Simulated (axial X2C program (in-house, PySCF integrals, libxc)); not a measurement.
# VO: bond curves with and without spin–orbit coupling

What are the state, bond length, wavenumber and bond energy of VO, and what does spin–orbit coupling change?

Computed with an in-house X2C program for linear molecules on PySCF integrals. Level: all-electron X2C, V dyall-cv3z, O dyall-av3z.

All values are calculated.

## 1. Input

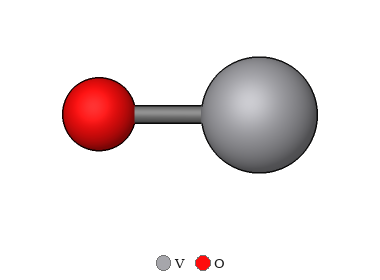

The two atoms at 1.690 Å (vanadium grey, oxygen red).

The input, task.json:

```json
{
 "zs": [
  23,
  8
 ],
 "q": 0,
 "bas": [
  "dyall-cv3z",
  "dyall-av3z"
 ],
 "levels": [
  "PBE0",
  "HF",
  "PBEsol"
 ],
 "cc": true,
 "r0": 1.69,
 "thr": -2.0,
 "nmax": 90,
 "npts": 10,
 "nst": 2,
 "ntry": 6
}
```

Keys: zs atomic numbers; q charge; bas basis sets; levels methods (HF also brings MP2); cc coupled cluster on or off; r0 starting distance in Å; thr threshold in hartree for freezing inner shells (an s shell follows its p shell); nmax most natural virtual spinors; npts points asked for on the curve; nst determinants followed; ntry starts of the search.

Started as:

```sh
$ python so2c.py task.json out
```

Spin-free means the one-electron spin-free X2C Hamiltonian; two-component (2c) means X2C with spin–orbit coupling and atomic mean-field two-electron Coulomb and Gaunt terms. Basis: V dyall-cv3z contracted to [10s10p6d4f2g], O dyall-av3z contracted to [7s6p3d2f]; Gaussian nuclei, density fitting. Masses: V 50.944 u, O 15.995 u.

Notation: σ, π±, δ± give the projection m of an orbital's angular momentum (0, ±1, ±2), α and β its spin, Λ and M_S the sums; ω is the projection of a spinor's total angular momentum and Ω the sum. Logs are in hartree.

The results follow Hamiltonian by Hamiltonian and level by level.

## 2. State search with PBE0

PBE0 moves the distance from 1.690 Å to 1.571 Å and compares determinants there.

Spin-free determinants:

```
ΔE (eV)             state                          open shells
   0.00  M_S = 3/2, Λ = 0   beyond closed shells: σα, δ+α, δ-α
   0.70  M_S = 1/2, Λ = 0   beyond closed shells: σβ, δ+α, δ-α
   1.23  M_S = 3/2, Λ = 3   beyond closed shells: σα, π+α, δ+α
   1.35  M_S = 3/2, Λ = 1   beyond closed shells: σα, π-α, δ+α
   1.53  M_S = 3/2, Λ = 1  beyond closed shells: π+α, δ+α, δ-α
   1.69  M_S = 1/2, Λ = 2            beyond closed shells: δ+α
   2.33  M_S = 1/2, Λ = 1  beyond closed shells: π+β, δ+α, δ-α
```

Two-component determinants:

```csv
ΔE (eV),state,open shells
0.00,Ω = 3/2,"excess of +ω over −ω: ω = 1/2, ω = -3/2, ω = 5/2"
0.70,Ω = 1/2,"excess of +ω over −ω: ω = -1/2, ω = -3/2, ω = 5/2"
1.20,Ω = 3/2,excess of +ω over −ω: ω = 3/2
1.26,Ω = 9/2,"excess of +ω over −ω: ω = 1/2, ω = 3/2, ω = 5/2"
1.34,Ω = 1/2,excess of +ω over −ω: ω = 1/2
1.36,Ω = 5/2,excess of +ω over −ω: ω = 5/2
1.48,Ω = 7/2,"excess of +ω over −ω: ω = -1/2, ω = 3/2, ω = 5/2"
```

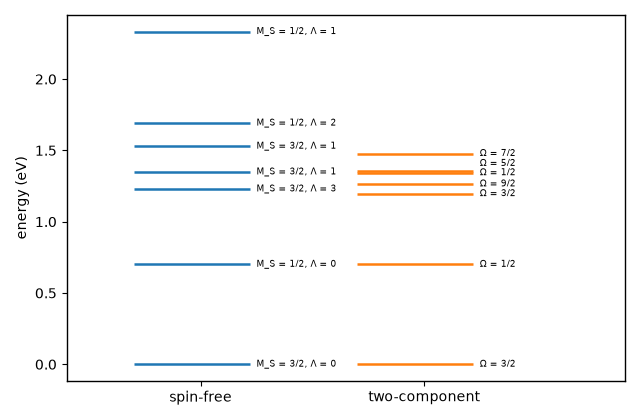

The determinants found, each set from its own lowest.

## 3. PBE0, spin-free

State followed: M_S = 3/2, Λ = 0 (beyond closed shells: σα, δ+α, δ-α). The scan is laid around 1.571 Å, a first estimate of the minimum, and this SCF restarts from the orbitals of the search.

The SCF at the reference distance of 1.571 Å:

```text
spin-free X2C-1e  PBE0
basis functions 170  fitting functions 923  grid points 5072
iter        total energy     max residual
   1      -1024.312755219     9.52e-06
   2      -1024.312755216     2.73e-05
   3      -1024.312755221     2.64e-06
   4      -1024.312755221     1.21e-06
converged
one-electron -1530.38506101  Coulomb 498.08476633  exact exchange -13.18178106  xc functional -40.80942347  nuclear repulsion 61.97874399
```

Along the bond, energies from the lowest point:

```csv
R (Å),E (eV),μ (D),HOMO (eV),LUMO (eV),iterations
1.367,1.4805,-1.77,-4.96,-1.66,14
1.430,0.6210,-2.37,-5.13,-1.77,14
1.477,0.2453,-2.80,-5.25,-1.85,14
1.524,0.0506,-3.22,-5.36,-1.92,14
1.571,0.0000,-3.62,-5.47,-1.98,4
1.626,0.0800,-4.08,-5.58,-2.13,15
1.681,0.2698,-4.52,-5.68,-2.27,15
1.752,0.6205,-5.04,-5.78,-2.43,17
1.838,1.1394,-5.56,-5.88,-2.56,19
1.964,1.9501,-6.12,-5.97,-2.71,19
```

Dipoles are positive if O is the positive end.

Outer orbitals at the reference distance:

```csv
symmetry,occupied,ε (eV),atomic character
σβ,yes,-24.80,"68% O s, 12% V d, 9% V p"
σα,yes,-24.25,"68% O s, 13% V d, 9% V p"
σα,yes,-9.70,"59% O p, 32% V d, 4% O s"
σβ,yes,-9.66,"72% O p, 19% V d, 3% O s"
π-β,yes,-9.48,"74% O p, 18% V d, 3% V f"
π+β,yes,-9.48,"74% O p, 18% V d, 3% V f"
π-α,yes,-9.24,"64% O p, 28% V d, 3% V p"
π+α,yes,-9.24,"64% O p, 28% V d, 3% V p"
δ+α,yes,-6.47,98% V d
δ-α,yes,-6.47,98% V d
σα,yes,-5.47,"58% V s, 14% O p, 12% V d"
σβ,no,-1.98,"66% V s, 13% V p, 8% O p"
π-α,no,-1.97,"46% V d, 39% V p, 12% O p"
π+α,no,-1.97,"46% V d, 39% V p, 12% O p"
σα,no,-1.51,"40% V p, 34% V d, 16% O p"
```

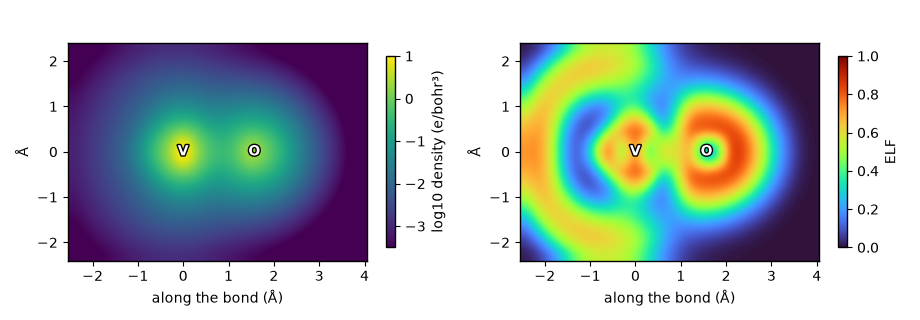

PBE0 fields in a plane through the axis, from a grid of 0.3 Å; V lies at z = 0 and O at z = 1.571 Å; the ELF is damped to zero where the density is low.

Re = 1.567 Å, ωe = 1070 cm⁻¹, ωexe = 5.56 cm⁻¹, Be = 0.5641 cm⁻¹, De = 6.26 eV, μ = -3.59 D.

## 4. HF, spin-free

The SCF at the reference distance of 1.571 Å:

```text
spin-free X2C-1e  HF
basis functions 170  fitting functions 923  grid points 5072
iter        total energy     max residual
   1      -1023.048674942     1.63e-01
   2      -1023.076023155     3.36e-02
   3      -1023.074939465     3.83e-02
   4      -1023.088492635     7.33e-03
   5      -1023.089762712     4.84e-03
   6      -1023.090624800     4.75e-03
   7      -1023.091666493     3.42e-03
   8      -1023.092502932     3.47e-03
   9      -1023.092903836     3.51e-03
  10      -1023.093523063     2.92e-03
  11      -1023.094651779     1.23e-03
  12      -1023.094650804     5.60e-04
  13      -1023.094673011     6.39e-04
  14      -1023.094677801     1.83e-04
  15      -1023.094682678     7.44e-05
  16      -1023.094682655     8.41e-05
  17      -1023.094682970     1.93e-05
  18      -1023.094682987     9.29e-06
  19      -1023.094682988     8.38e-06
  20      -1023.094682991     6.31e-07
  21      -1023.094682991     1.89e-07
converged
one-electron -1529.24674034  Coulomb 497.06863724  exact exchange -52.89532388  xc functional 0.00000000  nuclear repulsion 61.97874399
```

No constants are quoted: the solution changes its character somewhere along the scan, so the fit is set aside.

## 5. PBEsol, spin-free

Output at 1.571 Å:

```text
spin-free X2C-1e  PBEsol
basis functions 170  fitting functions 923  grid points 5072
iter        total energy     max residual
   1      -1023.056316455     7.97e-02
   2      -1023.023137441     7.47e-02
   3      -1022.800820567     1.65e-01
   4      -1023.062633320     8.45e-03
   5      -1023.061857404     1.12e-02
   6      -1023.062857977     6.50e-03
   7      -1023.063169582     1.53e-04
   8      -1023.063169912     9.41e-05
   9      -1023.063169975     9.70e-06
  10      -1023.063169976     4.22e-06
converged
one-electron -1530.37865630  Coulomb 498.02326838  exact exchange 0.00000000  xc functional -52.68652605  nuclear repulsion 61.97874399
```

Re = 1.573 Å, ωe = 1052 cm⁻¹, ωexe = 5.09 cm⁻¹, Be = 0.5597 cm⁻¹, De = 7.84 eV, μ = -3.18 D.

## 6. MP2 and beyond, spin-free

Correlated methods: 11 electrons correlated (frozen shells, counted by type: V 3 s, 2 p; O 1 s), 278 virtual spinors in MP2, 90 natural virtuals in coupled cluster.

Output of the correlated part at 1.571 Å:

```text
correlated 11  virtual 278  natural virtual 90  E(MP2) -0.352888646  MP2 remainder -0.014295256
iter   CCSD correlation   residual
   1     -0.318750185   2.15e-01
   2     -0.337937645   1.40e-01
   3     -0.353200481   6.86e-02
   4     -0.358381037   3.68e-02
   5     -0.360130792   1.70e-02
   6     -0.360876817   4.99e-03
   7     -0.360816932   3.07e-03
   8     -0.360878655   1.74e-03
   9     -0.360852064   9.81e-04
  10     -0.360839895   4.40e-04
  11     -0.360841958   2.36e-04
  12     -0.360837759   1.20e-04
  13     -0.360836986   6.14e-05
  14     -0.360838105   3.27e-05
  15     -0.360836795   1.72e-05
  16     -0.360836996   8.85e-06
  17     -0.360836779   4.61e-06
  18     -0.360836711   2.63e-06
  19     -0.360836719   1.66e-06
(T) -0.023927635  T1 0.1099  D1 0.2485  max T2 0.066
```

T1 in the output is the amplitude norm over the root of the electron number; divide by √2 for the Lee–Taylor value.

MP2: No constants are quoted: the reference changes its character somewhere along the scan, so the fit is set aside.

CCSD: No constants are quoted: the reference changes its character somewhere along the scan, so the fit is set aside.

CCSD(T): No constants are quoted: the reference changes its character somewhere along the scan, so the fit is set aside.

## 7. A higher determinant, spin-free

State: M_S = 1/2, Λ = 0 (beyond closed shells: σβ, δ+α, δ-α).

Output at the reference distance:

```text
spin-free X2C-1e  PBE0
basis functions 170  fitting functions 923  grid points 5072
iter        total energy     max residual
   1      -1024.287012239     8.27e-06
   2      -1024.287012234     2.55e-05
   3      -1024.287012240     1.61e-06
   4      -1024.287012240     7.67e-07
converged
one-electron -1529.91513764  Coulomb 497.60136841  exact exchange -13.17224745  xc functional -40.77973954  nuclear repulsion 61.97874399
```

```csv
R (Å),E above the lowest PBE0 point (eV)
1.367,2.081
1.430,1.247
1.477,0.893
1.524,0.723
1.571,0.701
1.626,0.819
1.681,1.053
1.752,1.471
1.838,2.079
```

Re = 1.555 Å, ωe = 1123 cm⁻¹, ωexe = 4.41 cm⁻¹, Be = 0.5725 cm⁻¹, μ = -2.46 D. ⟨S²⟩ = 1.77 against 0.75 for a pure state, so this determinant mixes spins. Te = 0.69 eV.

## 8. The spin-free curves together

Energy (eV) of the followed determinant, spin-free, from each level's lowest point:

```csv
R (Å),PBE0,HF (jumps),MP2 (its reference jumps),CCSD (its reference jumps),CCSD(T) (its reference jumps),PBEsol
1.367,1.481,1.895,1.265,n/a,n/a,1.541
1.430,0.621,0.991,0.373,0.702,0.678,0.664
1.477,0.245,0.580,0.021,0.291,0.241,0.274
1.524,0.051,0.344,0.000,0.067,0.016,0.065
1.571,0.000,0.211,0.566,0.000,0.000,0.000
1.626,0.080,0.097,1.237,0.070,0.113,0.063
1.681,0.270,0.024,1.656,0.259,0.319,0.237
1.752,0.620,0.000,2.027,0.600,0.665,0.571
1.838,1.139,0.066,2.384,n/a,n/a,1.077
1.964,1.950,0.303,2.853,n/a,n/a,1.878
```

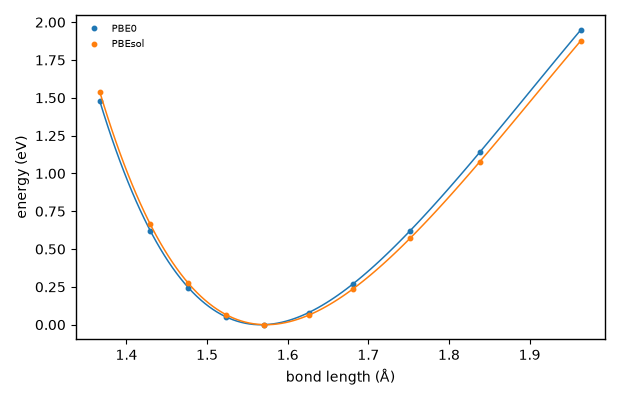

Curves of the followed state, spin-free, each from its own lowest point. Left out: HF, MP2, CCSD, CCSD(T).

## 9. PBE0, 2c

State followed: Ω = 3/2 (excess of +ω over −ω: ω = 1/2, ω = -3/2, ω = 5/2). The scan is laid around 1.571 Å, a first estimate of the minimum, and this SCF restarts from the orbitals of the search.

The SCF at the reference distance of 1.571 Å:

```text
two-component X2C + atomic mean field  PBE0
basis functions 170  fitting functions 923  grid points 5072
iter        total energy     max residual
   1      -1024.089399449     5.12e-05
   2      -1024.089399493     4.23e-05
   3      -1024.089399513     2.91e-05
   4      -1024.089399534     1.64e-05
   5      -1024.089399544     2.20e-06
   6      -1024.089399544     5.06e-07
converged
one-electron -1529.82666309  Coulomb 497.96516930  exact exchange -13.17837395  xc functional -40.79900518  nuclear repulsion 61.97874399  atomic mean-field constant -0.22927062
```

Along the bond, energies from the lowest point:

```csv
R (Å),E (eV),μ (D),HOMO (eV),LUMO (eV),iterations
1.367,1.4799,-1.77,-4.96,-1.66,14
1.430,0.6208,-2.36,-5.13,-1.77,14
1.477,0.2453,-2.79,-5.25,-1.85,14
1.524,0.0506,-3.21,-5.36,-1.91,14
1.571,0.0000,-3.62,-5.47,-1.98,6
1.626,0.0799,-4.08,-5.58,-2.14,15
1.681,0.2696,-4.52,-5.68,-2.29,15
1.752,0.6200,-5.03,-5.78,-2.44,17
1.838,1.1386,-5.56,-5.88,-2.57,19
1.964,1.9487,-6.12,-5.96,-2.71,19
```

Dipoles are positive if O is the positive end.

Outer spinors at the reference distance:

| ω | occupied | ε (eV) | atomic character | λ mixture |
| --- | --- | --- | --- | --- |
| -1/2 | yes | -24.80 | 68% O s, 12% V d, 9% V p | 100% σ |
| 1/2 | yes | -24.25 | 68% O s, 13% V d, 9% V p | 100% σ |
| 1/2 | yes | -9.70 | 59% O p, 32% V d, 4% O s | 100% σ |
| -1/2 | yes | -9.66 | 72% O p, 19% V d, 3% O s | 100% σ |
| 1/2 | yes | -9.49 | 74% O p, 18% V d, 3% V f | 100% π |
| -3/2 | yes | -9.47 | 73% O p, 18% V d, 3% V f | 100% π |
| -1/2 | yes | -9.25 | 64% O p, 28% V d, 3% V p | 100% π |
| 3/2 | yes | -9.23 | 64% O p, 28% V d, 3% V p | 100% π |
| -3/2 | yes | -6.50 | 98% V d | 100% δ |
| 5/2 | yes | -6.45 | 98% V d | 100% δ |
| 1/2 | yes | -5.47 | 58% V s, 14% O p, 12% V d | 100% σ |
| -1/2 | no | -1.98 | 44% V d, 37% V p, 12% O p | 95% π, 5% σ |
| -1/2 | no | -1.97 | 62% V s, 14% V p, 8% V d | 95% σ, 5% π |
| 3/2 | no | -1.96 | 46% V d, 39% V p, 12% O p | 100% π |
| 1/2 | no | -1.51 | 40% V p, 34% V d, 16% O p | 100% σ |

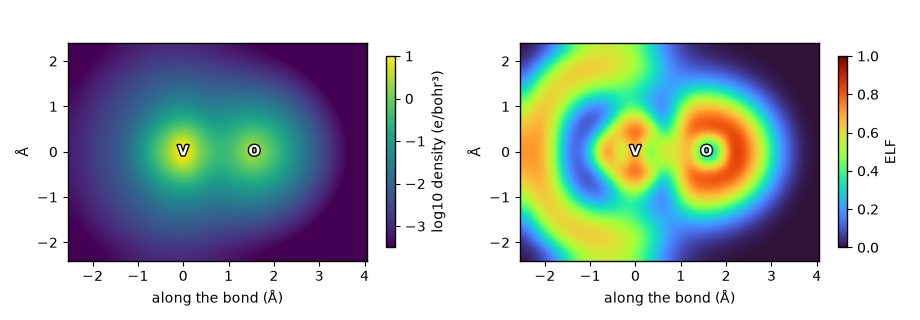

PBE0 fields in a plane through the axis, from a grid of 0.3 Å; V lies at z = 0 and O at z = 1.571 Å; the ELF is damped to zero where the density is low.

Re = 1.567 Å, ωe = 1070 cm⁻¹, ωexe = 5.56 cm⁻¹, Be = 0.5641 cm⁻¹, De = 6.26 eV, μ = -3.59 D.

## 10. HF, 2c

Output at 1.571 Å:

```text
two-component X2C + atomic mean field  HF
basis functions 170  fitting functions 923  grid points 5072
iter        total energy     max residual
   1      -1022.825516221     1.63e-01
   2      -1022.852855042     3.36e-02
   3      -1022.851762619     3.84e-02
   4      -1022.865327734     7.34e-03
   5      -1022.866600638     4.85e-03
   6      -1022.867465681     4.76e-03
   7      -1022.868514481     3.44e-03
   8      -1022.869359444     3.49e-03
   9      -1022.869764078     3.52e-03
  10      -1022.870391085     2.92e-03
  11      -1022.871513353     1.22e-03
  12      -1022.871511015     5.46e-04
  13      -1022.871532835     6.44e-04
  14      -1022.871538057     1.79e-04
  15      -1022.871542755     6.03e-05
  16      -1022.871542714     8.06e-05
  17      -1022.871543001     1.83e-05
  18      -1022.871543024     8.09e-06
  19      -1022.871543026     8.19e-06
  20      -1022.871543030     5.31e-06
  21      -1022.871543032     3.47e-06
  22      -1022.871543033     1.50e-06
converged
one-electron -1528.68716735  Coulomb 496.94790232  exact exchange -52.88175138  xc functional 0.00000000  nuclear repulsion 61.97874399  atomic mean-field constant -0.22927062
```

No constants are quoted: the solution changes its character somewhere along the scan, so the fit is set aside.

## 11. PBEsol, 2c

Output at 1.571 Å:

```text
two-component X2C + atomic mean field  PBEsol
basis functions 170  fitting functions 923  grid points 5072
iter        total energy     max residual
   1      -1022.833169787     7.97e-02
   2      -1022.800025834     7.47e-02
   3      -1022.577568159     1.65e-01
   4      -1022.839485007     8.46e-03
   5      -1022.838709514     1.12e-02
   6      -1022.839710151     6.50e-03
   7      -1022.840021527     1.52e-04
   8      -1022.840021853     9.45e-05
   9      -1022.840021916     9.72e-06
  10      -1022.840021918     4.23e-06
converged
one-electron -1529.81998801  Coulomb 497.90338232  exact exchange 0.00000000  xc functional -52.67288960  nuclear repulsion 61.97874399  atomic mean-field constant -0.22927062
```

Re = 1.573 Å, ωe = 1051 cm⁻¹, ωexe = 5.09 cm⁻¹, Be = 0.5596 cm⁻¹, De = 7.83 eV, μ = -3.18 D.

## 12. Correlated methods, 2c

Correlated methods: 11 electrons correlated (frozen shells, counted by type: V 3 s, 2 p; O 1 s), 277 virtual spinors in MP2, 90 natural virtuals in coupled cluster.

Output of the correlated part at 1.571 Å:

```text
correlated 11  virtual 277  natural virtual 90  E(MP2) -0.352810806  MP2 remainder -0.014279861
iter   CCSD correlation   residual
   1     -0.318707069   2.15e-01
   2     -0.337896361   1.40e-01
   3     -0.353170804   6.86e-02
   4     -0.358351984   3.68e-02
   5     -0.360098259   1.70e-02
   6     -0.360844542   4.98e-03
   7     -0.360784705   3.07e-03
   8     -0.360846467   1.74e-03
   9     -0.360819862   9.81e-04
  10     -0.360807717   4.40e-04
  11     -0.360809747   2.35e-04
  12     -0.360805563   1.19e-04
  13     -0.360804775   6.14e-05
  14     -0.360805897   3.28e-05
  15     -0.360804584   1.72e-05
  16     -0.360804786   8.86e-06
  17     -0.360804570   4.62e-06
  18     -0.360804501   2.64e-06
  19     -0.360804510   1.67e-06
(T) -0.023924595  T1 0.1100  D1 0.2486  max T2 0.066
```

MP2: No constants are quoted: the reference changes its character somewhere along the scan, so the fit is set aside.

CCSD: No constants are quoted: the reference changes its character somewhere along the scan, so the fit is set aside.

CCSD(T): No constants are quoted: the reference changes its character somewhere along the scan, so the fit is set aside.

## 13. A higher determinant, 2c

State: Ω = 1/2 (excess of +ω over −ω: ω = -1/2, ω = -3/2, ω = 5/2).

Output at the reference distance:

```text
two-component X2C + atomic mean field  PBE0
basis functions 170  fitting functions 923  grid points 5072
iter        total energy     max residual
   1      -1024.063659904     5.21e-06
   2      -1024.063659902     1.71e-05
converged
one-electron -1529.35634179  Coulomb 497.48133599  exact exchange -13.16882813  xc functional -40.76929935  nuclear repulsion 61.97874399  atomic mean-field constant -0.22927062
```

```csv
R (Å),E above the lowest PBE0 point (eV)
1.367,3.433
1.430,2.462
1.477,1.985
1.524,1.679
1.571,0.700
1.626,1.461
1.681,1.525
1.752,1.731
1.838,2.101
```

No constants are quoted: the solution changes its character somewhere along the scan, so the fit is set aside.

## 14. The 2c curves together

Energy (eV) of the followed determinant, 2c, from each level's lowest point:

```csv
R (Å),PBE0,HF (jumps),MP2 (its reference jumps),CCSD (its reference jumps),CCSD(T) (its reference jumps),PBEsol
1.367,1.480,1.895,1.262,n/a,n/a,1.541
1.430,0.621,0.991,0.371,0.701,0.676,0.664
1.477,0.245,0.581,0.020,0.291,0.240,0.274
1.524,0.051,0.344,0.000,0.067,0.016,0.065
1.571,0.000,0.211,0.565,0.000,0.000,0.000
1.626,0.080,0.097,1.234,0.078,0.123,0.063
1.681,0.270,0.024,1.653,0.261,0.321,0.237
1.752,0.620,0.000,2.024,0.599,0.664,0.570
1.838,1.139,0.066,2.381,n/a,n/a,1.076
1.964,1.949,0.302,2.852,n/a,n/a,1.877
```

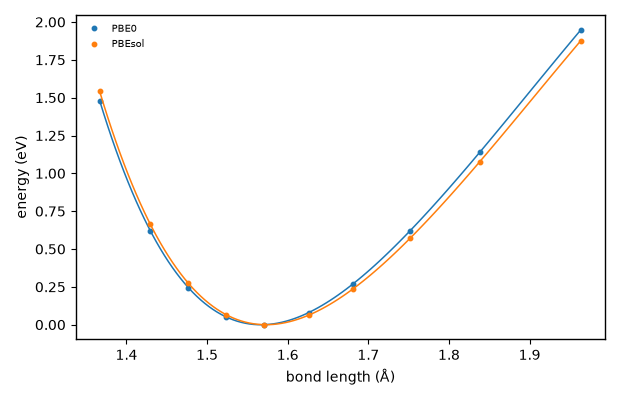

Curves of the followed state, 2c, each from its own lowest point. Left out: HF, MP2, CCSD, CCSD(T).

The whole job took 2.3 min on 1 thread of Arm Neoverse V2, shared host.

## 15. What came out

Lowest determinant that the search found at its distance, spin-free: M_S = 3/2, Λ = 0 (beyond closed shells: σα, δ+α, δ-α).

Lowest determinant that the search found at its distance, 2c: Ω = 3/2 (excess of +ω over −ω: ω = 1/2, ω = -3/2, ω = 5/2).

```csv
Hamiltonian,level,Re (Å),ωe (cm⁻¹),De (eV),μ (D)
spin-free,PBE0,1.567,1070,6.26,-3.59
spin-free,PBEsol,1.573,1052,7.84,-3.18
2c,PBE0,1.567,1070,6.26,-3.59
2c,PBEsol,1.573,1051,7.83,-3.18
```

Dipoles are positive if O is the positive end. No constants: spin-free HF (the solution changes its character somewhere along the scan, so the fit is set aside); spin-free MP2 (the reference changes its character somewhere along the scan, so the fit is set aside); spin-free CCSD (the reference changes its character somewhere along the scan, so the fit is set aside); spin-free CCSD(T) (the reference changes its character somewhere along the scan, so the fit is set aside); 2c HF (the solution changes its character somewhere along the scan, so the fit is set aside); 2c MP2 (the reference changes its character somewhere along the scan, so the fit is set aside); 2c CCSD (the reference changes its character somewhere along the scan, so the fit is set aside); 2c CCSD(T) (the reference changes its character somewhere along the scan, so the fit is set aside).

Time per point (s) on 1 thread of Arm Neoverse V2, shared host (2c runs); the times are rough: PBE0 0.53, PBEsol 0.31.

At PBE0, going from spin-free to two-component changes Re by 0 mÅ, ωe by 0.0 %; the spin-free picture holds up (part of it comes from the scalar share of the two-electron terms). De moves by 0.00 eV; both De rest on single-determinant atoms, which can miss part of an open shell's spin–orbit lowering.

De refers to V + O, each in the lowest determinant found, which need not be this curve's own limit. Each curve is one determinant whose occupation by symmetry is held fixed; it was picked as the lowest of a PBE0 search that is not exhaustive. Dissociation energies refer to the lowest single-determinant-based atoms at the same level and basis. Density functionals use the spin component along the axis (collinear). With several unpaired electrons one determinant need not be a pure state. The spin-free determinant is spin-contaminated at some levels.
